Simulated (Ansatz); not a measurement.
**C2H5AlBrCl: energies of removing a hydrogen**

A script is to give energies of removing a hydrogen; the system is C2H5AlBrCl. SMILES: [AlH2][CH2]C(Cl)Br.

Computed with the Python package of Ansatz 0.2.0. Level of theory: MP2/def2-TZVP.

### Step 1. The structure

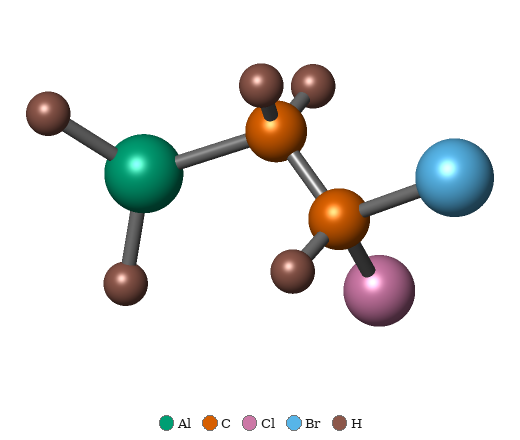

The structure that the script starts from, seen from a chosen angle (aluminium teal, carbon orange, chlorine pink, bromine blue, hydrogen brown).

No structure file is read: the coordinates are typed or built in the script.

### Step 2. The script

The input, bde_c2h5albrcl.py:

```python
'''Cost of removing each kind of hydrogen from C2H5AlBrCl, fragments frozen.'''

import ansatz


def energy(molecule, charge=0, unpaired=0):
    calc = (
        molecule.calculation()
        .basis(gaussian='def2-TZVP')
        .correlation('MP2')
    )
    if charge:
        calc = calc.charge(charge)
    if unpaired:
        calc = calc.spin('collinear', total=unpaired)
    report = calc.run().report
    if report['published_state_doubts']:
        print('  doubts:', report['published_state_doubts'])
    return report['free_energy_ev']

GEOMETRY = '''
Al   -0.63030    0.27460    1.64620
C    -0.43360    0.44430   -0.35480
C     0.57650   -0.53680   -0.90390
Cl    0.08410   -2.20700   -0.80670
Br    1.00880   -0.13370   -2.75890
H    -0.61350    1.69380    2.46940
H     0.00070   -0.93340    2.37900
H    -0.06000    1.50300   -0.57140
H    -1.40400    0.29800   -0.81090
H     1.55420   -0.45400   -0.28490
'''

def without(molecule, index):
    rest = ansatz.Crystal.molecule()
    for i, site in enumerate(molecule.cartesian_sites):
        if i != index:
            rest = rest.atom(site.symbol, site.position_ang)
    return rest


def main() -> None:
    mol = ansatz.Crystal.molecule()
    for line in GEOMETRY.strip().splitlines():
        symbol, *xyz = line.split()
        mol = mol.atom(symbol, [float(v) for v in xyz])

    whole = energy(mol, 0)
    hydrogen = energy(ansatz.Crystal.molecule().atom('H', (0, 0, 0)), 0, 1)
    print(f'E(molecule) = {whole:.5f} eV, E(H) = {hydrogen:.5f} eV')
    for index in [6, 8, 9]:
        radical = energy(without(mol, index), 0, 1)
        print(f'H{index}: homolysis {23.060548 * (radical + hydrogen - whole):.1f} kcal/mol')


if __name__ == '__main__':
    main()
```

### Step 3. The input behind the calls

The engine receives this input (first run):

```yaml
crystal:
  periodic: [false, false, false]
  atoms:
    - { symbol: Al, position_ang: [-0.6303, 0.2746, 1.6462] }
    - { symbol: C, position_ang: [-0.4336, 0.4443, -0.3548] }
    - { symbol: C, position_ang: [0.5765, -0.5368, -0.9039] }
    - { symbol: Cl, position_ang: [0.0841, -2.207, -0.8067] }
    - { symbol: Br, position_ang: [1.0088, -0.1337, -2.7589] }
    - { symbol: H, position_ang: [-0.6135, 1.6938, 2.4694] }
    - { symbol: H, position_ang: [0.0007, -0.9334, 2.379] }
    - { symbol: H, position_ang: [-0.06, 1.503, -0.5714] }
    - { symbol: H, position_ang: [-1.404, 0.298, -0.8109] }
    - { symbol: H, position_ang: [1.5542, -0.454, -0.2849] }
basis:
  gaussian:
    orbitals: def2-TZVP
correlation:
  method: mp2
```

### Step 4. Launch

Launch:

```
python bde_c2h5albrcl.py
```

The program printed:

```text
E(molecule) = -91249.72629 eV, E(H) = -13.60052 eV
H6: homolysis 77.9 kcal/mol
H8: homolysis 108.5 kcal/mol
H9: homolysis 100.1 kcal/mol
```

Run time: 73 s. Hardware: 1 thread of Arm Neoverse V1, shared host; peak memory 0.71 GiB.

### Step 5. What changed from run to run

The engine's inputs for some of the other runs:

Run 2, against run 1:

```diff
@@ -4,10 +4 @@
-    - { symbol: Al, position_ang: [-0.6303, 0.2746, 1.6462] }
-    - { symbol: C, position_ang: [-0.4336, 0.4443, -0.3548] }
-    - { symbol: C, position_ang: [0.5765, -0.5368, -0.9039] }
-    - { symbol: Cl, position_ang: [0.0841, -2.207, -0.8067] }
-    - { symbol: Br, position_ang: [1.0088, -0.1337, -2.7589] }
-    - { symbol: H, position_ang: [-0.6135, 1.6938, 2.4694] }
-    - { symbol: H, position_ang: [0.0007, -0.9334, 2.379] }
-    - { symbol: H, position_ang: [-0.06, 1.503, -0.5714] }
-    - { symbol: H, position_ang: [-1.404, 0.298, -0.8109] }
-    - { symbol: H, position_ang: [1.5542, -0.454, -0.2849] }
+    - { symbol: H, position_ang: [0.0, 0.0, 0.0] }
@@ -16,0 +8,3 @@
+magnetization:
+  spin_polarized: true
+  initial_magnetization: 1.0
```

Run 4, against run 1:

```diff
@@ -12 +11,0 @@
-    - { symbol: H, position_ang: [-1.404, 0.298, -0.8109] }
@@ -16,0 +16,3 @@
+magnetization:
+  spin_polarized: true
+  initial_magnetization: 1.0
```

Run 5, against run 1:

```diff
@@ -13 +12,0 @@
-    - { symbol: H, position_ang: [1.5542, -0.454, -0.2849] }
@@ -16,0 +16,3 @@
+magnetization:
+  spin_polarized: true
+  initial_magnetization: 1.0
```

### Step 6. What the script built

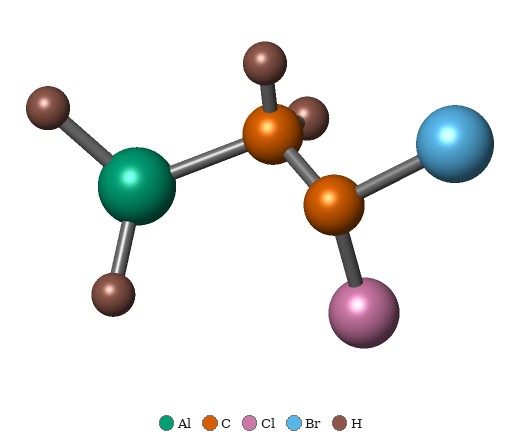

The system of run 5 as the script built it (9 atoms; aluminium teal, carbon orange, chlorine pink, bromine blue, hydrogen brown).

Lines on the test bed's own set-up are left out of the output.

### Step 7. The runs side by side

The 5 runs, in the order started:

```csv
run,system,unpaired or total moment,energy (eV),<S²>,iterations in all,CPU time (s)
1,C2H5AlBrCl,not set,-91249.7263,0.00,15,12
2,H,1,-13.6005,0.75,10,0.02
3,C2H4AlBrCl,1,-91232.7477,0.76,14,20
4,C2H4AlBrCl,1,-91231.4215,0.77,15,20
5,C2H4AlBrCl,1,-91231.7849,0.77,15,20
```

Totals carry meaning only in balanced differences at one level of theory.

### Step 8. What came out

| quantity | value |
| --- | --- |
| weakest bond to hydrogen among those tried (homolysis) | H6 (counted from 0), 77.9 kcal/mol |
| runs compared | 5 |

What this shows: Atoms are numbered as in the script, from 0. The fragments aren't relaxed and zero-point energy is left out, so these aren't bond dissociation enthalpies. All 5 runs converged (10 to 15 cycles). The geometry is a force-field or estimated start, not a minimum of this method, and the basis set is short of its limit. All parts are taken at fixed geometry, without zero-point energy. The spin-orbit lowering of heavy atoms is left out.
